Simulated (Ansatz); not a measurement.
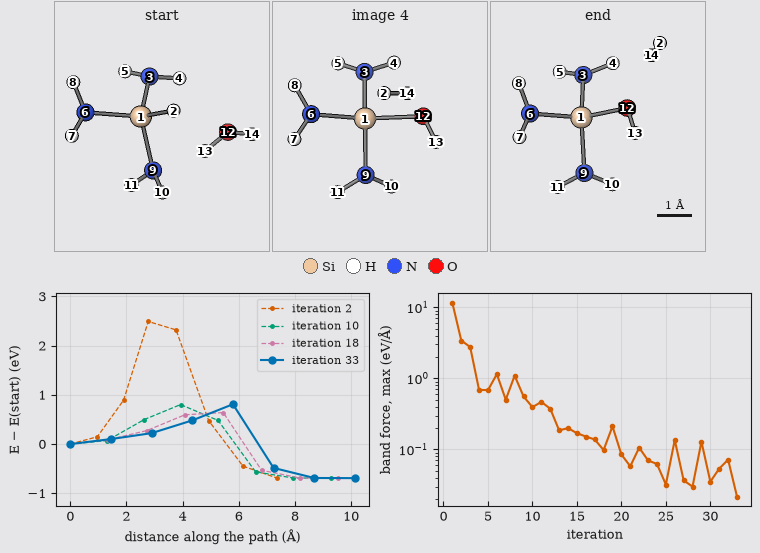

NEB run on SiN3H9O. Images are numbered from 0 (start) to 7 (end). The plot follows the band through its iterations. Style: ball-and-stick. Shown at a tilt.

The calculation used Ansatz, RKS PBE0/6-31G*. Set-up: 6 movable images; no climbing image; force threshold 0.03 eV/Å; iteration limit 60; starting path through a guess of the saddle point.

Question: Judge this run.

Answer: The run is converged, with reservations. The band converged in 33 iterations. The largest component of the band force went from 12 to 0.022 eV/Å. No image climbed, so the highest image needn't lie on the saddle point, and the true maximum along this path can be higher. The first iteration put the highest image at 4.86 eV. The highest point, image 4, lies 0.81 eV above the start and 1.50 eV above the end; the end is at −0.69 eV relative to the start.

Cost: 3.6 min on 2 threads of AMD EPYC 9R45 96-Core Processor (Zen 5), on a shared host, peak memory 0.24 GiB.
